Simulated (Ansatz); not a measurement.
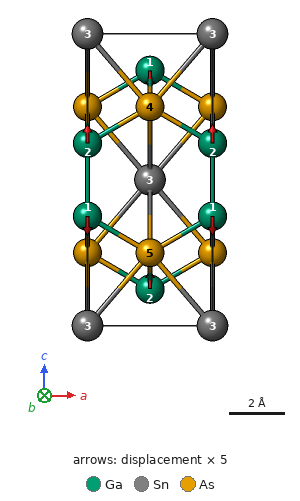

A relaxation of a crystal of Ga2SnAs2 (a generated structure, set up in I4/mmm). The starting structure is drawn; red arrows show the displacements (the part carried along by the change of the cell is left out), 5 times their true length.

A ball-and-stick model of the conventional cell (2 times the calculation's cell), seen along the b axis. Lengths and directions refer to the drawn axes.

These are results of DFT PBE, scalar-relativistic, plane waves, PAW in Ansatz, not measurements.

The input:
```yaml
crystal:
  lattice:
    - [-2.295585, 2.295585, 5.35891932]
    - [2.295585, -2.295585, 5.35891932]
    - [2.295585, 2.295585, -5.35891932]
  atoms:
    - { symbol: Ga, position: [0.375, 0.375, 0.0] }
    - { symbol: Ga, position: [0.625, 0.625, 0.0] }
    - { symbol: Sn, position: [0.0, 0.0, 0.0] }
    - { symbol: As, position: [0.75, 0.25, 0.5] }
    - { symbol: As, position: [0.25, 0.75, 0.5] }
basis:
  ecutwfc: 420
kpoints:
  mp_grid: { grid: [12, 12, 12] }
hamiltonian:
  xc: pbe
scf:
  occupations: { method: gaussian, width: 0.1 }
output:
  forces: true
  stress: true
  eigenvalues: true
relax:
  adjacent_minimum: "off"
  f_tol: 0.01
  max_steps: 80
  cell: { stress_tol: 0.05 }
```

Run as
```bash
ansatz run input.yaml --threads 1 --pin off --max-ram 2560MiB --backend cpu --events-out ev --progress --plain --runs-dir out
```

Q: Atoms of which element are displaced furthest, and by how much?

A: Gallium: up to 0.15 Å, against 0.00 Å for tin.

Q: Describe the change and its energy.

A: The largest moves relative to the cell, 0.15 Å, are those of Ga1 and Ga2. Ga2 goes along +c. Sn and As stay in place. The drawn cell changes as follows: a = b 4.591 → 4.988 Å (+8.6 %), c 10.718 → 8.822 Å (−17.7 %); the volume changes by −2.8 %. Near-neighbour distances that change, for instance: Ga1–Sn3 4.019 → 3.162 Å, Sn3–As4 3.528 → 3.329 Å, Ga1–Ga2 2.679 → 2.499 Å, Ga1–As4 2.658 → 2.671 Å. Bond angles that change, for instance: As4–Ga1–As4 119.5° → 138.0°, Ga1–As5–Ga1 119.5° → 138.0°, Ga2–Ga1–As4 120.3° → 111.0°. The space group stays I4/mmm (No. 139). Over 7 accepted moves (9 points after the start) the energy falls by 102 meV per atom. The largest force component goes from 0.43 to 0.001 eV/Å. The pressure goes from −0.76 to −0.02 GPa. At 2 points the geometry stayed and the basis and grid were re-selected for the new cell (energy shift of 0.5 meV per atom at most each time). Cost: 5.7 min on 1 thread of Intel(R) Xeon(R) CPU @ 2.80GHz (Skylake/Cascade Lake), with other jobs on the host, peak memory 0.94 GiB.
